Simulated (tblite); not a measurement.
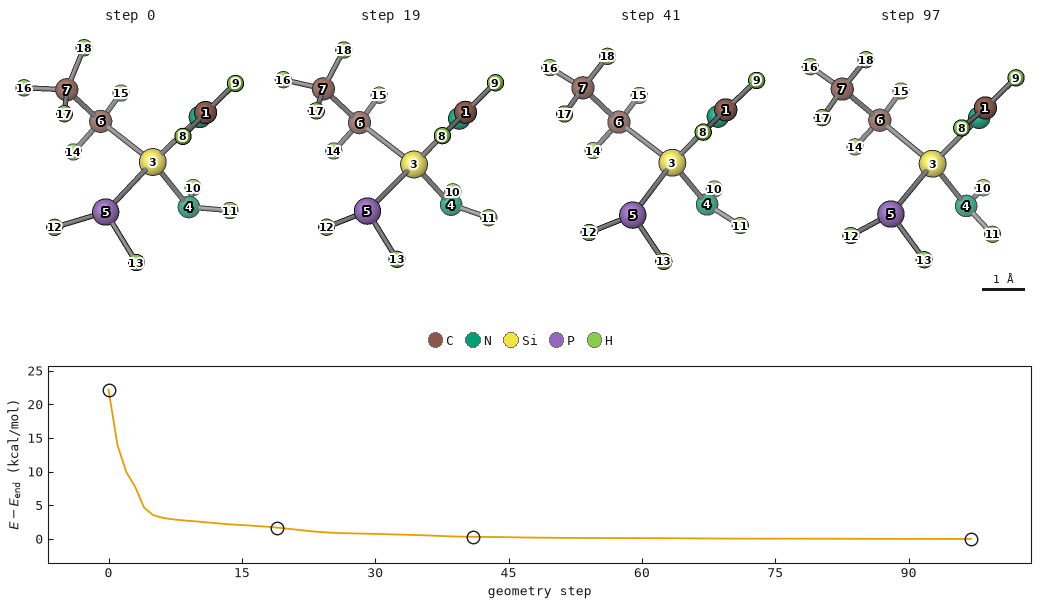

Frames of a relaxation of C₃H₁₁N₂PSi, marked on the history of the run. A ball-and-stick model, seen from a free direction.

Theory: GFN2-xTB geometry optimisation, gas phase in tblite. 

Q: Describe the path.

A: An H atom moves most after the best rigid fit: 0.71 Å. Largest moves by element: H 0.71 Å, P 0.22 Å, C 0.13 Å, N 0.07 Å, Si 0.04 Å. Some distances before and after: H–P 1.462 → 1.383 Å, N–Si 1.799 → 1.731 Å, H–N 1.070 → 1.008 Å, P–Si 2.207 → 2.266 Å. Among the angles between lasting bonds that change: H–P–H 108.0° → 92.1°, Si–P–H 108.9° → 94.8°, Si–P–H 106.2° → 95.0°. Groups turn about N–Si by about 35°, C–C by about 25°. Over 97 geometry steps the energy falls by 22.2 kcal/mol. From step 0 to 19: an H atom moves most (0.29 Å), energy −20.5 kcal/mol. From step 19 to 41: H atoms move most (0.36 Å), energy −1.36 kcal/mol. From step 41 to 97: an H atom moves most (0.29 Å), energy −0.32 kcal/mol.
